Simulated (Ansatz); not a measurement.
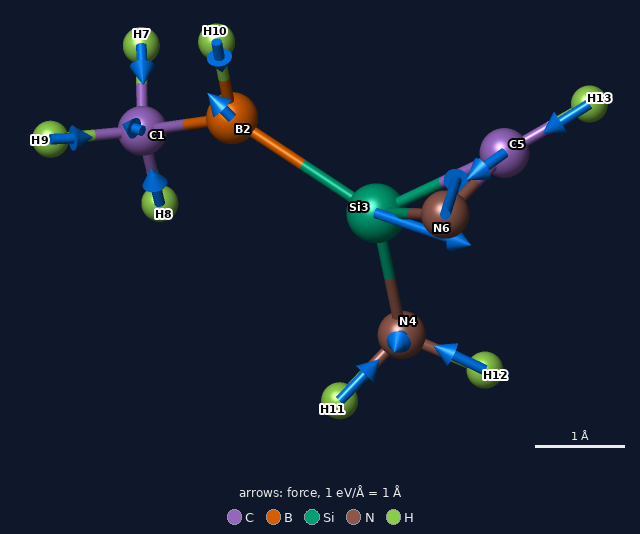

Starting geometry of C2H7BN2Si with the computed forces as blue arrows. Style: ball-and-stick. Shown at a tilt.

The start comes from PBE-D4/def2-SVP.

Theory: RKS PBE0-D4/def2-TZVP (Ansatz 0.2.0).

Input
```yaml
crystal:
  periodic: [false, false, false]
  atoms:
    - {symbol: C, position_ang: [-0.049974, -2.157619, 0.715397]}
    - {symbol: B, position_ang: [-0.094297, -0.634735, 1.075757]}
    - {symbol: Si, position_ang: [0.072167, 0.829232, -0.221367]}
    - {symbol: N, position_ang: [0.527105, 0.495351, -1.866582]}
    - {symbol: C, position_ang: [-0.709617, 2.459711, 0.112494]}
    - {symbol: N, position_ang: [0.503450, 2.542747, 0.485347]}
    - {symbol: H, position_ang: [-1.033297, -2.608866, 0.988148]}
    - {symbol: H, position_ang: [0.162855, -2.405980, -0.342186]}
    - {symbol: H, position_ang: [0.678979, -2.686695, 1.370420]}
    - {symbol: H, position_ang: [-0.288303, -0.289171, 2.230126]}
    - {symbol: H, position_ang: [1.411495, 0.007879, -2.035339]}
    - {symbol: H, position_ang: [0.368278, 1.200152, -2.590450]}
    - {symbol: H, position_ang: [-1.528541, 3.213294, 0.092935]}
basis:
  gaussian: {orbitals: def2-TZVP}
hamiltonian: {xc: pbe0, dispersion: d4}
relax: {f_tol: 0.005, max_steps: 150}
```

Run as
```bash
ansatz run in.yaml --threads 4 --pin off --events-out ev --progress --plain --max-ram 10444MiB
```

**What follows when this structure is relaxed?**

It isn't relaxed: the largest force vector, on N6, is 1.35 eV/Å. The final displacements have little in common with the starting forces (cosine between the two patterns 0.18). The atom that moves furthest after the best rigid fit is H9 (0.48 Å). By element the largest moves are H 0.48 Å, B 0.11 Å, N 0.10 Å, Si 0.06 Å, C 0.06 Å. Some distances before and after: Si3–N6 1.903 → 1.814 Å, Si3–C5 1.839 → 1.794 Å, Si3–N4 1.739 → 1.708 Å, C1–H7 1.116 → 1.094 Å. Among the angles between lasting bonds that change: B2–C1–H9 110.2° → 105.0°, B2–C1–H7 108.2° → 113.2°, Si3–C5–H13 155.5° → 160.2°. Groups turn about C1–B2 by about 25°. The energy falls by 2.61 kcal/mol in 27 accepted moves (32 points after the start). Largest force component: 1.3 eV/Å at the start, 0.0018 eV/Å at the end. The line search rejected the trial steps at points 14, 16, 17, 20, 21 of the run. The forces were under the threshold at step 22, but the run went on from there. The run took 120 s on 4 threads of Arm Neoverse V2 (shared host).
